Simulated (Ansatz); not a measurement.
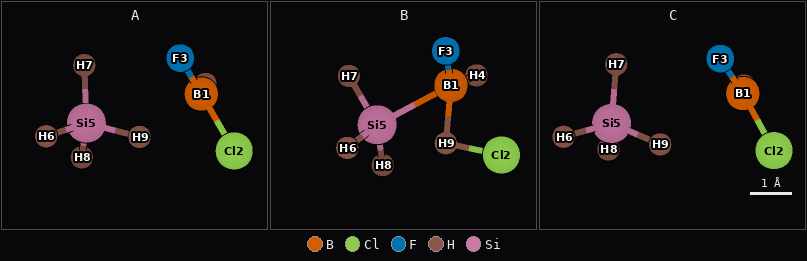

3 geometries from a converged minimum-energy path of BSiH5ClF, made up at the start of BHClF and SiH4, shuffled. The picture is a ball-and-stick view, seen at a tilt.

Level of theory: RKS PBE0-D4/6-31G* in Ansatz. Run with 9 movable images; climbing image; force threshold 0.03 eV/Å; iteration limit 59; starting path through a guess of the saddle point.

### One of them is the converged climbing image. Which?

B. In order along the path, whose images run from 0 to 10: C (image 3, +2.5 kJ/mol), A (image 4, +16.7 kJ/mol), B (image 6, +193.0 kJ/mol). Breaking: B1–Cl2 (1.75 → 2.29 at the top → 3.04 Å), Si5–H9 (1.49 → 1.95 at the top → 3.58 Å). Forming: B1–Si5 (3.88 → 2.13 at the top → 2.04 Å), Cl2–H9 (3.46 → 1.49 at the top → 1.29 Å).

Limits of the set-up: the start holds two separate molecules, 2.8 Å apart at their closest, whose relative position is a soft coordinate.
